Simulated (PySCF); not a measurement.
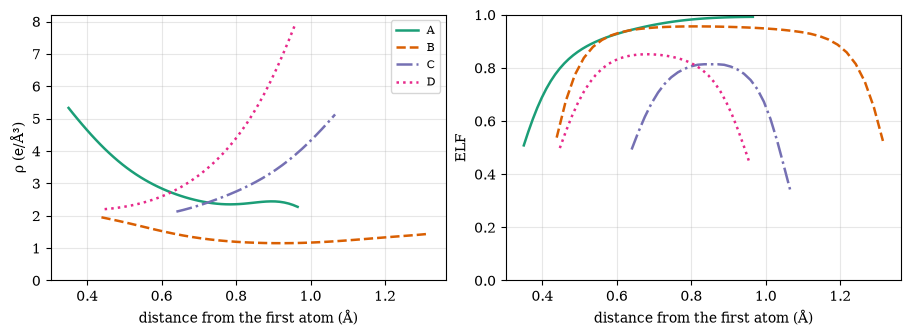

Figure. CHF3O3S (trifluoromethanesulfonic acid). Electron density and ELF along straight lines between neighbouring atoms. The curves leave out the atomic cores.

Geometry: GFN2-xTB, MD frame at 250 fs, 300 K.

Method: PBE0/pcSseg-1, SCF density, gas phase, non-relativistic (PySCF).

```xyz
9

O    -1.0401    0.0822    1.5638
S    -0.7814   -0.4543    0.2533
O    -1.2466   -1.7736    0.0041
O    -1.3716    0.6378   -0.7183
C     1.1129   -0.4274   -0.1975
F     1.6693    0.4268    0.6262
F     1.6577   -1.6510   -0.0089
F     1.3569   -0.0416   -1.3892
H    -1.9341    1.2965   -0.2927
```

**Which curve belongs to which contact (C–F, C–S, O–H and S–O)? The first atom named is at distance zero.**

Curve A: O–H (0.97 Å): ρ at the midpoint is about 3.7 e/Å³; the ELF climbs to about 1 towards the hydrogen, as it does in any bond to H; an ordinary covalent bond to hydrogen. Curve B: C–S (1.95 Å): ρ is about 1.2 e/Å³ halfway; the ELF peaks at about 0.95 between the atoms (a shared electron pair). Curve C: S–O (1.42 Å): the density is about 2.4 e/Å³ at the midpoint; the ELF peaks at about 0.80 between the atoms (a short, strongly polar bond). Curve D: C–F (1.28 Å): the density is about 2.8 e/Å³ at the midpoint; the ELF peaks at about 0.85 between the atoms; a shared but strongly polarised pair.
